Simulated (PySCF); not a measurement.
**F3HSi, SMILES `F[SiH](F)F`: what the electrons do**

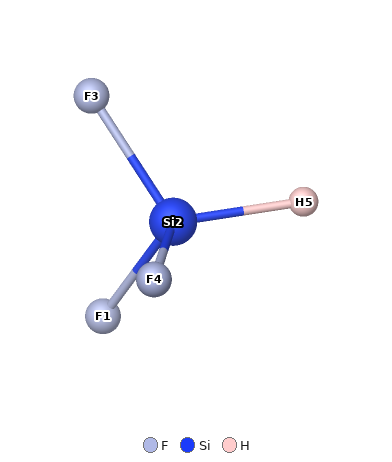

The molecule, with its atoms numbered as below. No frequency check shows the geometry to be a minimum.

Coordinates in Å:

```
F1      -1.3966   -0.3952   -0.2571
Si2     -0.0000    0.0000    0.3676
F3       1.0406   -1.0118   -0.2571
F4       0.3560    1.4071   -0.2571
H5       0.0001   -0.0000    1.7954
```

## 1. Bonding charge

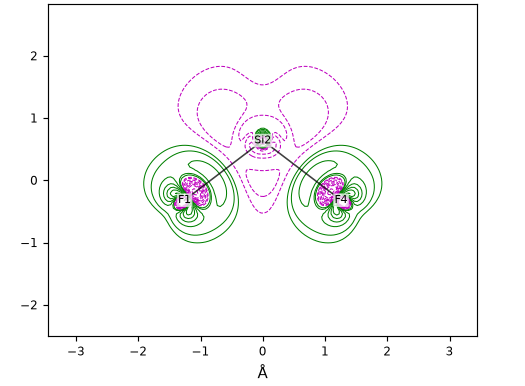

Deformation density (molecule less spherical, spin-averaged free atoms) in the plane of F1, Si2 and F4; contours at ±0.05 to ±0.8 e/Å³; solid green lines: gain, dashed magenta lines: loss.

Computed with PySCF, PBE0/aug-cc-pVDZ, geometry: GFN2-xTB.

Question: How much density has each bond in this plane gained at its critical point, relative to the free atoms?

Answer: F1–Si2 and Si2–F4: −0.02 e/Å³ at the bond critical point (bond length 1.58 Å); up to 0.6 Å beside the axis the gain reaches +0.26 e/Å³. In all, 1.2 electrons gather in the regions of gain relative to the promolecule. A small or negative value marks a very polar bond, one between electron-rich atoms, whose free-atom densities already overlap strongly, a long bond to a heavier atom, or a closed-shell contact such as a hydrogen bond.

## 2. Local ionisation energy

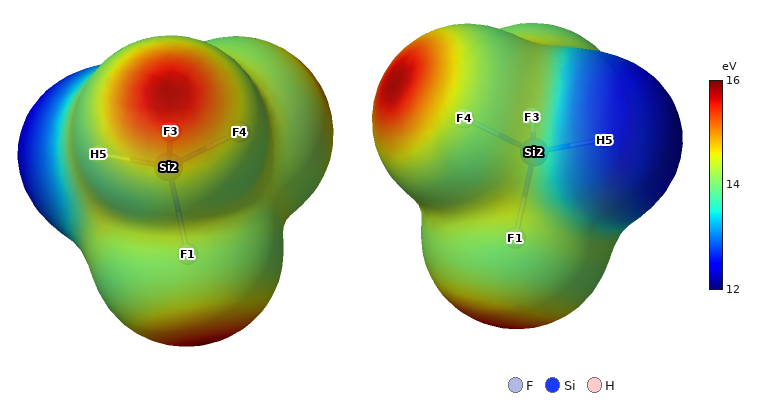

Average local ionisation energy on the surface of electron density 0.001 a.u. (back view left, front view right).

Question: Where are the most loosely bound electrons on this surface?

Answer: The lowest value is 12.3 eV, 1.4 Å from H5. Further minima include 14.0 eV, 1.7 Å from F4, and at like points elsewhere. For comparison, the highest occupied orbital lies at −11.6 eV.

## 3. Removing or adding an electron

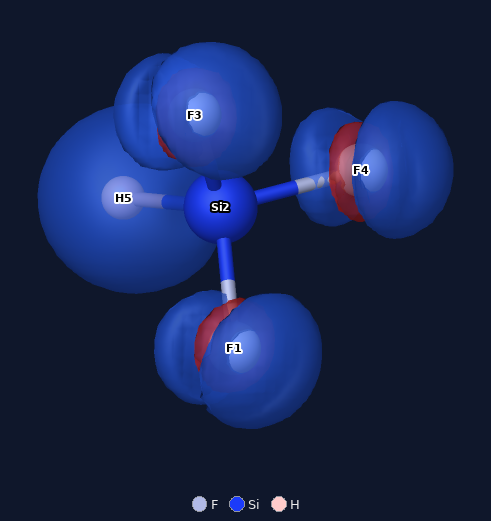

Fukui function f⁻ = ρ(N) − ρ(N−1) at fixed geometry, surfaces at ±0.03 e/Å³ (blue positive, red negative).

Computed with PySCF, PBE0/def2-SVP, geometry: GFN2-xTB.

Question: Which atoms respond most to the removal of an electron?

Answer: f⁻ (Hirshfeld-condensed) is largest on H5 (0.26), Si2 (0.24) and F1, F3 and F4 (0.17 each); the vertical ionisation energy is 14.31 eV. Condensed values hint at sites of electrophilic attack but needn't mark the atom that reacts. Shares this close don't rank the sites. Orbital relaxation makes it negative in places (0.10 e in all).

```tsv
atom	f⁻	charge
F1	+0.17	−0.18
Si2	+0.24	+0.59
F3	+0.17	−0.18
F4	+0.17	−0.18
H5	+0.26	−0.04
```

## 4. Localised orbitals

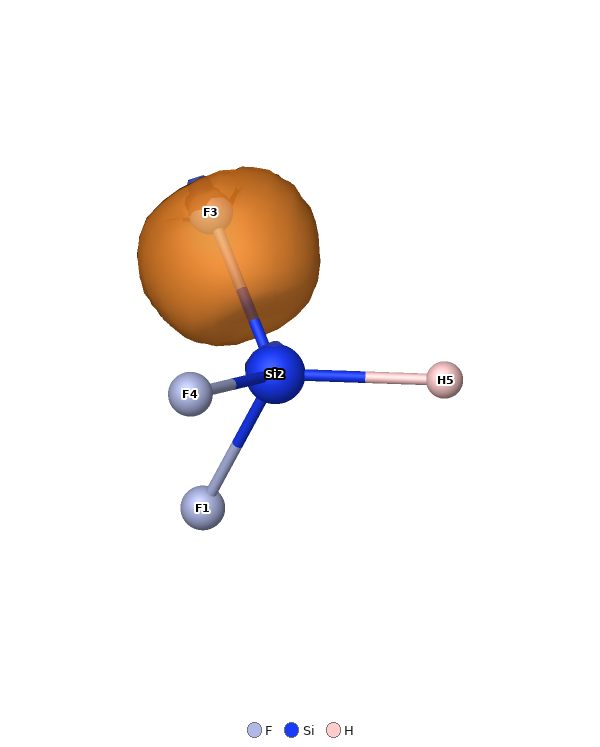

Intrinsic bond orbitals (IBO), occupied; each surface holds about 85 % of the orbital's density. Energies are diagonal elements of the Fock matrix.

Question: What does this orbital represent?

Answer: Pair mostly on F3, shared in part with Si2 (F3 83 %, Si2 17 %; −27.1 eV).

Question: How do all the valence pairs divide up?

Answer: 13 pairs: 9 lone pairs, 3 strongly polarised pairs and 1 σ bond.
